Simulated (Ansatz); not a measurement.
# C4H12BN: reading failed and doubtful runs

3 inputs were typed for C4H12BN. Each is run as it stands; the log then has to tell whether the result can be used.

Method: the settings change from run to run; program: Ansatz 0.2.0, Gaussian basis.

1 further run of the same task is left out (it didn't finish). Runs told in other sessions of the task aren't counted.

## Step 1: The geometry

The geometry comes from an earlier relaxation with PBE0-D4 in a triple-zeta def2 set; it is a stationary point, not always the lowest conformer.

SMILES `BN(CC)CC`, 18 atoms, charge 0, spin multiplicity 1.

Atoms are counted from 1 here; the program's logs count them from 0.

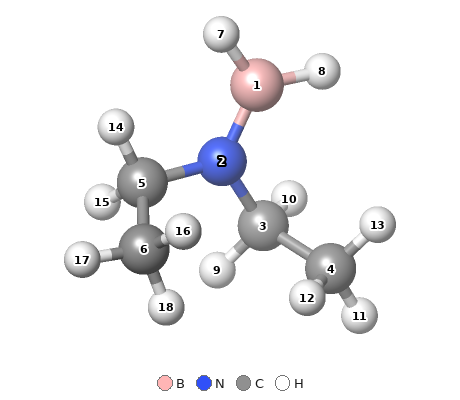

The structure; boron pink, nitrogen blue, carbon grey, hydrogen white; atoms are numbered from 1 in the order of the file.

## Step 2: Input 1

Contents of in.yaml:

```yaml
crystal:
  periodic: [false, false, false]
  atoms:
    - {symbol: B, position_ang: [-3.058649, -1.763534, -1.569119]}
    - {symbol: N, position_ang: [-1.069582, -1.112922, 0.001847]}
    - {symbol: C, position_ang: [1.537375, -1.771360, -0.617362]}
    - {symbol: C, position_ang: [2.725219, -0.051693, -2.584136]}
    - {symbol: C, position_ang: [-1.429527, 0.231583, 2.368892]}
    - {symbol: C, position_ang: [-0.266049, 2.854369, 2.433658]}
    - {symbol: H, position_ang: [-5.165868, -1.166250, -0.996495]}
    - {symbol: H, position_ang: [-2.621642, -2.921246, -3.467233]}
    - {symbol: H, position_ang: [2.653920, -1.740291, 1.124401]}
    - {symbol: H, position_ang: [1.573093, -3.716574, -1.308804]}
    - {symbol: H, position_ang: [4.665234, -0.640915, -2.980031]}
    - {symbol: H, position_ang: [2.761447, 1.913112, -1.959295]}
    - {symbol: H, position_ang: [1.653679, -0.140693, -4.345398]}
    - {symbol: H, position_ang: [-3.461416, 0.363994, 2.692436]}
    - {symbol: H, position_ang: [-0.641257, -0.906596, 3.914074]}
    - {symbol: H, position_ang: [-1.021144, 4.028292, 0.912898]}
    - {symbol: H, position_ang: [-0.693958, 3.770415, 4.233964]}
    - {symbol: H, position_ang: [1.788263, 2.791665, 2.243400]}
basis:
  gaussian: {orbitals: aug-cc-pVTZ}
hamiltonian: {xc: {name: revPBE}}
output: {forces: true}
```

Started as:

```console
$ ansatz run in.yaml --threads 4 --pin off --events-out ev --progress --plain --max-ram 11315MiB
```

Log, cut to the lines that bear on the results:

```text
Functional definition: revPBE
  name "revPBE"
  cite "Zhang & Yang, Phys. Rev. Lett. 80, 890 (1998) doi:10.1103/PhysRevLett.80.890"
  cite "Perdew, Burke & Ernzerhof, Phys. Rev. Lett. 77, 3865 (1996) doi:10.1103/PhysRevLett.77.3865"
[...]
1996 factors; their error is unknown
[...]
mean field -6450.63199105 eV, -237.0563532757 hartree, gradient 1.3e-5 eV, S^2 0.000000; 4 other end points of the search recorded, 0 dependent functions left out
[...]
reference -6450.63220807 eV, -237.0563612511 hartree; 24, 24 occupied and 528, 528 virtual orbitals, 1996 factors
Total energy: -6450.63220807 eV, -237.0563612511 hartree
Atom 0 at    -3.058649    -1.763534    -1.569119 Å, force    -0.133165     0.238661    -0.310999 eV/Å
Atom 1 at    -1.069582    -1.112922     0.001847 Å, force    -0.435288    -0.814058     0.100626 eV/Å
Atom 2 at     1.537375    -1.771360    -0.617362 Å, force     0.908415    -1.218127     0.579230 eV/Å
Atom 3 at     2.725219    -0.051693    -2.584136 Å, force     0.677062     1.076085    -1.271714 eV/Å
Atom 4 at    -1.429527     0.231583     2.368892 Å, force    -1.016221    -0.462367     1.213665 eV/Å
Atom 5 at    -0.266049     2.854369     2.433658 Å, force     0.732781     1.668413     0.044184 eV/Å
Atom 6 at    -5.165868    -1.166250    -0.996495 Å, force     2.085065    -0.611683    -0.502141 eV/Å
Atom 7 at    -2.621642    -2.921246    -3.467233 Å, force    -0.398340     1.092152     1.899554 eV/Å
Atom 8 at     2.653920    -1.740291     1.124401 Å, force    -1.546908    -0.084519    -2.229023 eV/Å
Atom 9 at     1.573093    -3.716574    -1.308804 Å, force    -0.128966     2.525416     0.977771 eV/Å
Atom 10 at     4.665234    -0.640915    -2.980031 Å, force    -2.554776     0.760235     0.532439 eV/Å
Atom 11 at     2.761447     1.913112    -1.959295 Å, force    -0.059450    -2.646948    -0.821938 eV/Å
Atom 12 at     1.653679    -0.140693    -4.345398 Å, force     1.434674     0.114659     2.369358 eV/Å
Atom 13 at    -3.461416     0.363994     2.692436 Å, force     2.679621    -0.256049    -0.428221 eV/Å
Atom 14 at    -0.641257    -0.906596     3.914074 Å, force    -1.039111     1.361784    -2.058218 eV/Å
Atom 15 at    -1.021144     4.028292     0.912898 Å, force     1.010067    -1.585597     2.034701 eV/Å
Atom 16 at    -0.693958     3.770415     4.233964 Å, force     0.546900    -1.225704    -2.370049 eV/Å
Atom 17 at     1.788263     2.791665     2.243400 Å, force    -2.762358     0.067646     0.240775 eV/Å
Dipole moment:    -0.222646    -0.193953    -0.076976 e Å
```

Run time: 30 s. Hardware: 4 threads of Intel Xeon Platinum 8375C at 2.90GHz, shared host; peak memory 1.4 GiB.

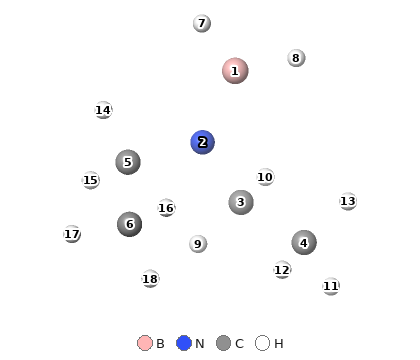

The geometry of this input.

Diagnosis: The run converged, but a converged run isn't a right one. The coordinates are in bohr but typed as ångström. The shortest distance is 2.06 Å (C5–H14), against 1.09 Å in the relaxed molecule. Its energy is no property of the relaxed molecule. Cure: take the coordinates from the file in ångström.

## Step 3: Input 2

Contents of in.yaml:

```yaml
crystal:
  periodic: [false, false, false]
  atoms:
    - {symbol: B, position_ang: [-3.560847, -2.053088, -1.826751]}
    - {symbol: N, position_ang: [-1.245196, -1.295652, 0.002151]}
    - {symbol: C, position_ang: [1.789796, -2.062198, -0.718726]}
    - {symbol: C, position_ang: [3.172671, -0.060181, -3.008424]}
    - {symbol: C, position_ang: [-1.664241, 0.269606, 2.757839]}
    - {symbol: C, position_ang: [-0.309731, 3.323026, 2.833239]}
    - {symbol: H, position_ang: [-6.014049, -1.357735, -1.160109]}
    - {symbol: H, position_ang: [-3.052088, -3.400883, -4.036515]}
    - {symbol: H, position_ang: [3.089665, -2.026029, 1.309015]}
    - {symbol: H, position_ang: [1.831378, -4.326796, -1.523696]}
    - {symbol: H, position_ang: [5.431216, -0.746147, -3.469320]}
    - {symbol: H, position_ang: [3.214847, 2.227224, -2.280991]}
    - {symbol: H, position_ang: [1.925196, -0.163793, -5.058866]}
    - {symbol: H, position_ang: [-4.029744, 0.423758, 3.134505]}
    - {symbol: H, position_ang: [-0.746545, -1.055449, 4.556723]}
    - {symbol: H, position_ang: [-1.188805, 4.689695, 1.062786]}
    - {symbol: H, position_ang: [-0.807899, 4.389478, 4.929136]}
    - {symbol: H, position_ang: [2.081876, 3.250027, 2.611743]}
basis:
  gaussian: {orbitals: aug-pcseg-2}
magnetization: {spin_polarized: true, initial_magnetization: 2}
hamiltonian: {xc: {name: revPBE}}
```

Launched as before.

Log:

```text
Functional definition: revPBE
  name "revPBE"
  cite "Zhang & Yang, Phys. Rev. Lett. 80, 890 (1998) doi:10.1103/PhysRevLett.80.890"
  cite "Perdew, Burke & Ernzerhof, Phys. Rev. Lett. 77, 3865 (1996) doi:10.1103/PhysRevLett.77.3865"
  parameter kappa = 1.245
  parameter beta = 0.06672455060314922
  exchange = pbe_x(kappa = kappa, mu = beta*pi^2/3)
  correlation = pbe_c(beta = beta)
1932 factors; their error is unknown
mean field evaluation 1: about -6383.5955 eV, gradient 8.7e1 eV
mean field evaluation 2: about -5940.2276 eV, gradient 1.3e2 eV
mean field evaluation 4: about -6118.2577 eV, gradient 1.4e2 eV
mean field evaluation 8: about -6439.9035 eV, gradient 7.6e0 eV
mean field evaluation 16: about -6444.0480 eV, gradient 4.4e-1 eV
mean field evaluation 32: about -6444.0681 eV, gradient 7.9e-5 eV
mean field evaluation 64: about -6430.0216 eV, gradient 3.7e1 eV
mean field evaluation 96: about -6444.2453 eV, gradient 2.8e-1 eV
Error: SIGTERM received: run cancelled behind 105 evaluations of the mean field
```

Run time: 91 s. Hardware: 4 threads of Intel Xeon Platinum 8375C at 2.90GHz, shared host.

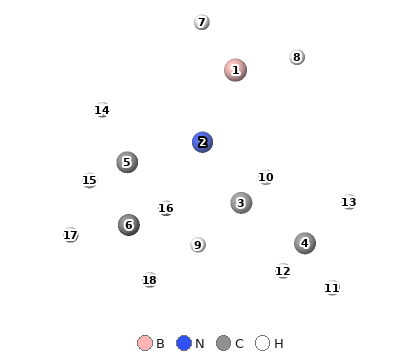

The geometry of this input.

What is wrong: Time ran out. The geometry is stretched to more than twice its size. The shortest distance is 2.40 Å (C5–H14), against 1.09 Å in the relaxed molecule. It also asks for charge 0 and multiplicity 3, another species or state than the molecule above. Fix: use the relaxed coordinates, and set charge and spin to those of the species named.

## Step 4: Input 3

Contents of in.yaml:

```yaml
crystal:
  periodic: [false, false, false]
  atoms:
    - {symbol: B, position_ang: [-1.342236, -0.894569, -0.775140]}
    - {symbol: N, position_ang: [-0.514970, -0.523738, 0.020970]}
    - {symbol: C, position_ang: [0.708011, -0.687141, -0.080941]}
    - {symbol: C, position_ang: [1.392142, 0.007857, -1.253297]}
    - {symbol: C, position_ang: [-0.922914, 0.132822, 1.330294]}
    - {symbol: C, position_ang: [-0.150793, 1.543708, 1.454931]}
    - {symbol: H, position_ang: [-2.999975, -0.593265, -0.830211]}
    - {symbol: H, position_ang: [-1.330469, -1.437323, -1.546911]}
    - {symbol: H, position_ang: [1.692469, -1.178852, 0.610388]}
    - {symbol: H, position_ang: [0.740962, -1.727821, -0.900479]}
    - {symbol: H, position_ang: [2.552390, -0.264461, -1.498411]}
    - {symbol: H, position_ang: [1.293179, 1.159464, -1.301793]}
    - {symbol: H, position_ang: [0.725443, -0.167010, -2.146915]}
    - {symbol: H, position_ang: [-1.718055, 0.390242, 1.666555]}
    - {symbol: H, position_ang: [-0.357571, -0.379903, 2.124604]}
    - {symbol: H, position_ang: [-0.653044, 2.171256, 0.785043]}
    - {symbol: H, position_ang: [-0.209117, 2.077011, 2.199241]}
    - {symbol: H, position_ang: [1.165543, 1.293672, 1.033355]}
basis:
  gaussian: {orbitals: aug-cc-pVDZ}
hamiltonian: {xc: {name: HF}}
correlation: {method: mp2, frozen_orbitals: {B: 9}}
accuracy: high
```

Same command.

Log:

```text
Functional definition: HF
  name "HF"
  cite "Fock, Z. Phys. 61, 126 (1930) doi:10.1007/BF01340294"
  parent pbe
  exchange = exact_x
  correlation = 0
Error: "frozen_orbitals" has no count for N
```

It took 0.05 s on 4 threads of Intel Xeon Platinum 8375C at 2.90GHz, shared host.

**Diagnosis.** Refused before any calculation. Frozen orbitals are typed for one element alone, and the program wants a count for each. Its coordinates are also moved off the relaxed structure (shortest distance 0.90 Å, against 1.09 Å), and have to be restored too. To mend it, leave frozen_orbitals out, or give every element a count that its core really has.

## Step 5: How the tries ended

| input | level | ended | cause | time |
| --- | --- | --- | --- | --- |
| 1 | revPBE/aug-cc-pVTZ | converged | the coordinates are in bohr but typed as ångström | 30 s |
| 2 | revPBE/aug-pcseg-2 | timeout | the geometry is stretched to more than twice its size | 91 s |
| 3 | MP2/aug-cc-pVDZ | refused | frozen orbitals are typed for one element alone, and the program wants a count for each | 0.05 s |

In words: 1 converged, 1 timeout, 1 refused. A refusal costs next to no computing time. The dangerous case is the input that converges on a wrong geometry, charge, spin, basis or grid: often only a look at the input shows it.
